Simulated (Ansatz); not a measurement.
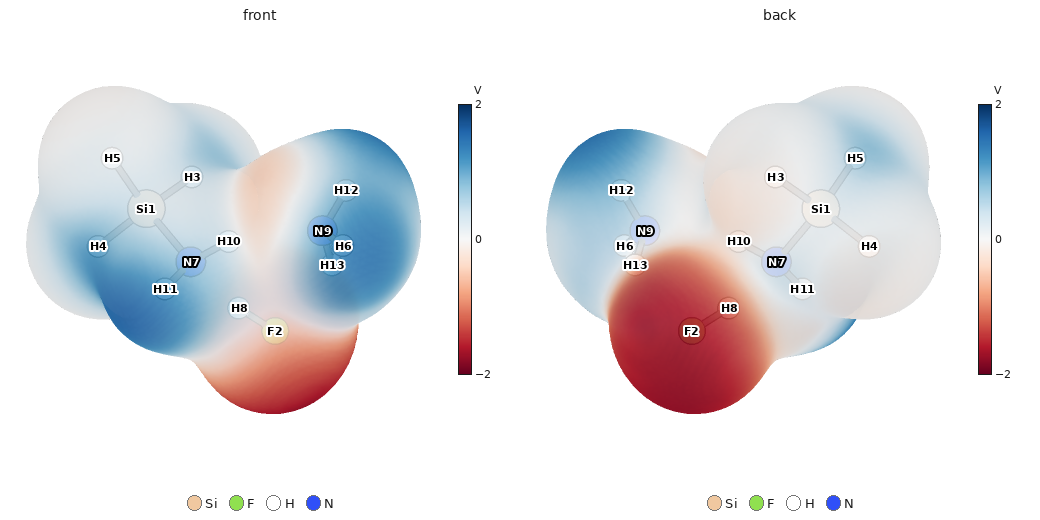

Figure. H$_{5}$NSi···HF···NH$_{3}$. The electrostatic potential painted on the density surface at 0.001 e/bohr³, seen from the front and from behind; red is negative and blue positive.

These are results of Ansatz 0.2.0, RKS PBE0-D4/def2-mTZVP, not measurements.

```
atom    x (Å)    y (Å)    z (Å)
  Si  -1.5888  -1.1445   0.5738
   F   1.5684  -0.9827  -1.3685
   H  -2.0928  -0.7190  -0.7557
   H  -1.6131  -2.6251   0.6894
   H  -2.4818  -0.5792   1.6254
   H   1.6910   2.4868  -0.1743
   N   0.0761  -0.6145   0.6961
   H   0.9982  -0.9797  -0.5720
   N   0.9440   1.9022  -0.5371
   H   0.2277   0.3961   0.5501
   H   0.5616  -0.8965   1.5411
   H   0.3379   2.5097  -1.0798
   H   1.3718   1.2462  -1.1885
```

> Where is the surface potential most negative and most positive?

The most negative region (about −1.8 V) lies over F2, the most positive (about +1.6 V) over H11.
